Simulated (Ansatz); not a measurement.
One crystal and one scan (frozen-phonon scan) at two levels, PBE (plane waves to 420 eV, PAW, scalar-relativistic; Ansatz, a program for electronic structure) and r2SCAN (plane waves to 500 eV, PAW, scalar-relativistic; Ansatz), each from its own relaxed cell and on its own mesh. The cell shown is that of PBE.

Zr (hcp, Mg type)

```yaml
crystal:
  lattice:
    - [3.23160, 0.00000, 0.00000]
    - [-1.61580, 2.79864, 0.00000]
    - [0.00000, 0.00000, 5.17363]
  atoms:
    - { symbol: Zr, position: [0.33333, 0.66667, 0.75000] }
    - { symbol: Zr, position: [0.66667, 0.33333, 0.25000] }
```

The atoms are displaced by Q × the pattern below (from a DFPT mode at Γ, largest move 1; Q in Å), at fixed cell.

```tsv
atom	x	y	z
Zr1	0.000	0.000	1.000
Zr2	0.000	0.000	-1.000
```

The PAW data are Ansatz's earlier set. Zr is run without spin polarisation. Zr was relaxed with its symmetry unable to fall. With partly filled bands, energies and forces of such displacements shift with the k mesh and the smearing. Percentages come from the unrounded values. Both scans cover Q from -0.100 to 0.100 Å.

| quantity | PBE | r2SCAN | PBE − r2SCAN |
|---|---|---|---|
| Lattice constant a (Å) | 3.232 | 3.246 | -0.014 (-0.4 %) |
| Lattice constant c (Å) | 5.174 | 5.151 | +0.023 (+0.4 %) |
| Relaxed volume (Å³/atom) | 23.40 | 23.50 | -0.10 (-0.4 %) |
| Energy at Q = 0.100 Å (meV/cell) | 91 | 90 | +1 (+1 %) |
| Harmonic wavenumber from the curvature (finite differences) (cm⁻¹ (negative: imaginary)) | 149 | 149 | 0 |

PBE gives the higher value for: lattice constant c. PBE gives the lower value for: lattice constant a. They agree on: relaxed volume (within 0.6 %); energy at Q = 0.100 Å (within 1.5 %); harmonic wavenumber from the curvature (within 1.5 %). Both give the same space group of the distorted cell: P-3m1 (No. 164), lowered from P6_3/mmc. Neither level is exact: the differences show how much the result hangs on the functional.

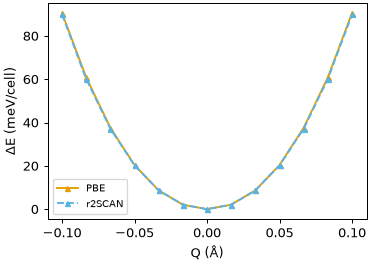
Figure. ΔE, each from the undisplaced structure of its own level.

(A displaced cell: forces are minus the slopes of the energy, force constants its curvatures, and phonons follow from these.)
